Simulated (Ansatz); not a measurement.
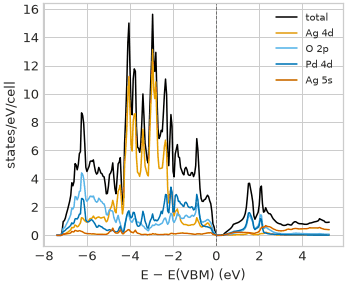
Figure. Total and projected density of states of Ag$_{2}$PdO$_{2}$ in space group Immm (No. 71; Pd on 2a, O on 4j, Ag on 4i), the program Ansatz at the r²SCAN level (PAW)

Q: Which orbitals carry the states next to the gap?

A: Top 1 eV of the valence band: O 2p 37 %, Pd 4d 32 %, Ag 4d 23 %. Bottom 1 eV of the conduction band: Pd 4d 36 %, Ag 5s 24 %, O 2p 23 %, O 2s 10 %. Projections are on Löwdin-orthogonalised atomic valence shells; empty p or d shells of many metals are not among them.

Q: Where is the tallest occupied peak in this window, and what makes it?

A: Near -3.0 eV, about 16 states/eV per cell; the largest projected share is Ag 4d.

The workflow started from an entry of the Crystallography Open Database (COD). Its standing as an ambient phase is unchecked. Symmetry was held in the r²SCAN relaxation; its stability against distortions is not shown here. The run is not spin-polarised. Scalar-relativistic: spin–orbit coupling is off unless named, which matters more the heavier the elements.

Potentials: the later of the program's two PAW sets.
